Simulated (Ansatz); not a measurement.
Hypothetical fluorite ZrS2: thickness series

Take ZrS2 in the fluorite structure (space group Fm-3m, No. 225; a = 6.263 Å; a hypothetical phase, not in the database extracts checked) as the base. Axes: x, y, z lie along the cube axes.

Free-standing slabs (3 atom(s) a layer) normal to [111] with 15 Å of vacuum; in-plane cell held at bulk.

Computed with PBE (Ansatz, a program for electronic structure), scalar-relativistic without spin-orbit coupling.

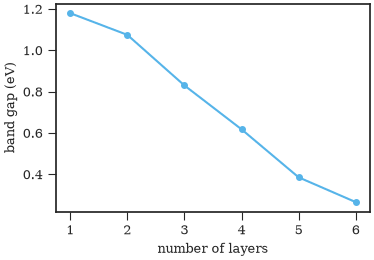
Band gap against number of layers

```
number of layers  band gap
----------------  --------
1                  1.18 eV
2                  1.08 eV
3                  0.83 eV
4                  0.62 eV
5                  0.39 eV
6                  0.27 eV
```

Stability against distortions was not tested. All final runs are without spin polarisation. The zero or small gap of ZrS2 can change with the level of theory.
